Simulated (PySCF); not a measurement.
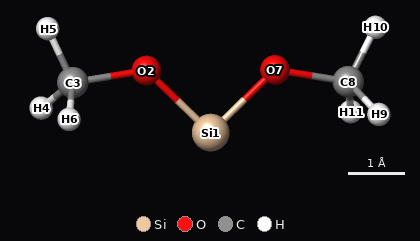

Figure 1. The structure (ball-and-stick view, seen at a tilt; atoms are numbered from 1 in the order of the input). Bond lengths as drawn: C–H 1.09 Å, C–O 1.38 Å and O–Si 1.63 Å.

# C₂H₆O₂Si: single-point calculation

System: C₂H₆O₂Si (Si(OMe)2), SMILES CO[Si]OC.
Method: B3LYP/def2-SVP, RKS (PySCF 2.14.0).

The geometry comes from this level: GFN2-xTB.

## The input (input.py)
```python
from pyscf import gto, dft

mol = gto.M(
    atom='''
Si     0.003534     0.066065    -1.569153
O      2.256427    -0.076987     0.536682
C      4.836244    -0.165899     0.143884
H      5.381184    -1.925272    -0.797956
H      5.775853    -0.068994     1.976143
H      5.471041     1.417824    -1.023948
O     -2.258147     0.078197     0.534415
C     -4.836546     0.153559     0.123720
H     -5.377310     1.863629    -0.906842
H     -5.788363     0.144035     1.952956
H     -5.463879    -1.486137    -0.969902
''',
    charge=0,
    unit='bohr',
    basis='def2-svp',
    max_memory=1860,
    verbose=3,
)

calc0 = dft.RKS(mol)
calc0.xc = 'b3lyp'
calc0.conv_tol = 1e-10
calc0.grids.level = 4
calc0.kernel()
if not calc0.converged:
    calc0 = calc0.newton().run(calc0.mo_coeff, calc0.mo_occ)

energy = calc0.e_tot
print('E(%s) = %.9f' % ('B3LYP', energy))
```

Machine: 1 thread of AMD EPYC (Zen 4), 16 GiB of memory available, shared host.

Launch command:
```bash
OMP_NUM_THREADS=1 python input.py
```

## The program's output
```
converged SCF energy = -519.539797007683
E(B3LYP) = -519.539797008
```

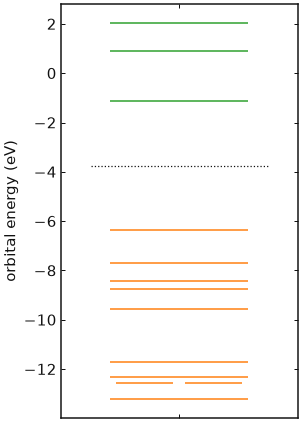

Figure 2. Orbital energies near the frontier; the dotted line parts filled from empty levels, and levels within 0.02 eV of each other stand side by side. Highest filled −6.37 eV, lowest empty −1.13 eV, 5.24 eV apart.

## Key numbers

| quantity | value |
| --- | --- |
| outcome | converged |
| total energy | −519.539797 hartree |
| basis functions | 104 |
| HOMO | −6.37 eV |
| LUMO | −1.13 eV |
| dipole moment | 0.54 D |
| wall time | 21 s |
| peak memory | 0.54 GiB |
